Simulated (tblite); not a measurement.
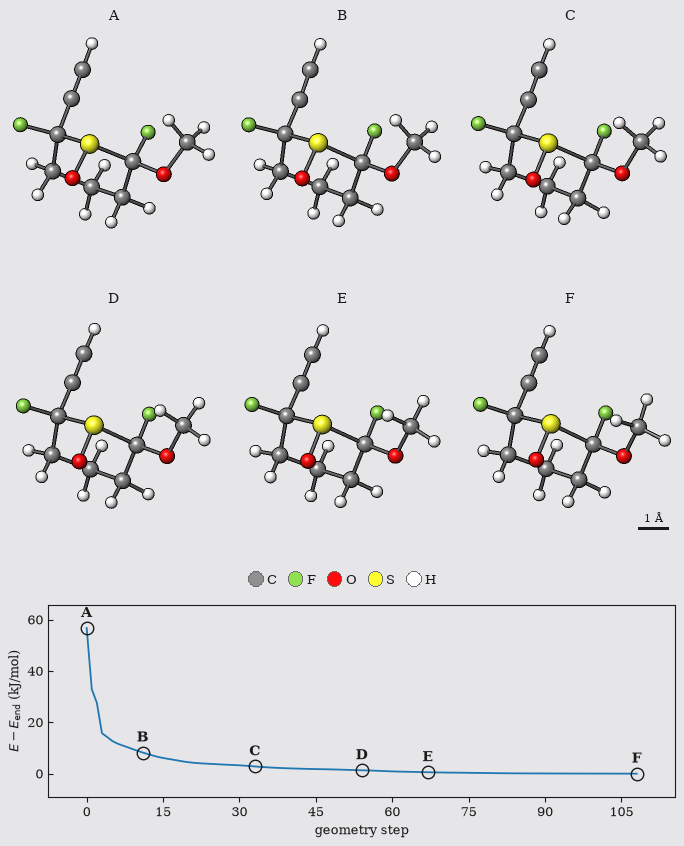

Frames of a relaxation of C8H10F2O2S, marked on the history of the run. A ball-and-stick model, seen at a tilt.

Method: GFN2-xTB geometry optimisation, gas phase in tblite. 

Q: What happens along the run?

A: The energy falls by 56.7 kJ/mol in 108 geometry steps. The atom that moves furthest after the best rigid fit is an H atom (0.76 Å). By element the largest moves are H 0.76 Å, O 0.32 Å, C 0.24 Å, F 0.24 Å, S 0.21 Å. Some distances before and after: C–S 1.801 → 1.896 Å, C–S 1.822 → 1.896 Å, C–O 1.425 → 1.361 Å, C–C 1.489 → 1.436 Å. Bond angles that change, for instance: F–C–S 108.9° → 101.8°, C–S–O 109.5° → 102.4°, F–C–S 111.8° → 106.2°. Groups turn about C–O by about 25°. From step 0 to 11: an O atom moves most (0.15 Å), energy −48.5 kJ/mol. From step 11 to 33: an H atom moves most (0.19 Å), energy −5.42 kJ/mol. From step 33 to 54: an H atom moves most (0.22 Å), energy −1.50 kJ/mol. From step 54 to 67: an H atom moves most (0.21 Å), energy −0.76 kJ/mol. From step 67 to 108: an H atom moves most (0.21 Å), energy −0.56 kJ/mol.

```json
{"step": "0", "E − E(0), kJ/mol": "0.00"}
{"step": "1", "E − E(0), kJ/mol": "-23.78"}
{"step": "2", "E − E(0), kJ/mol": "-29.14"}
{"step": "3", "E − E(0), kJ/mol": "-40.96"}
{"step": "4", "E − E(0), kJ/mol": "-42.41"}
{"step": "5", "E − E(0), kJ/mol": "-43.94"}
{"step": "6", "E − E(0), kJ/mol": "-44.97"}
{"step": "7", "E − E(0), kJ/mol": "-45.70"}
{"step": "8", "E − E(0), kJ/mol": "-46.40"}
{"step": "9", "E − E(0), kJ/mol": "-47.13"}
{"step": "10", "E − E(0), kJ/mol": "-47.84"}
{"step": "15", "E − E(0), kJ/mol": "-50.61"}
{"step": "20", "E − E(0), kJ/mol": "-52.26"}
{"step": "25", "E − E(0), kJ/mol": "-52.98"}
{"step": "31", "E − E(0), kJ/mol": "-53.60"}
{"step": "36", "E − E(0), kJ/mol": "-54.31"}
{"step": "41", "E − E(0), kJ/mol": "-54.72"}
{"step": "46", "E − E(0), kJ/mol": "-54.97"}
{"step": "51", "E − E(0), kJ/mol": "-55.22"}
{"step": "56", "E − E(0), kJ/mol": "-55.51"}
{"step": "62", "E − E(0), kJ/mol": "-55.94"}
{"step": "67", "E − E(0), kJ/mol": "-56.16"}
{"step": "72", "E − E(0), kJ/mol": "-56.32"}
{"step": "77", "E − E(0), kJ/mol": "-56.43"}
{"step": "82", "E − E(0), kJ/mol": "-56.56"}
{"step": "87", "E − E(0), kJ/mol": "-56.61"}
{"step": "93", "E − E(0), kJ/mol": "-56.66"}
{"step": "98", "E − E(0), kJ/mol": "-56.68"}
{"step": "103", "E − E(0), kJ/mol": "-56.70"}
{"step": "108", "E − E(0), kJ/mol": "-56.72"}
```
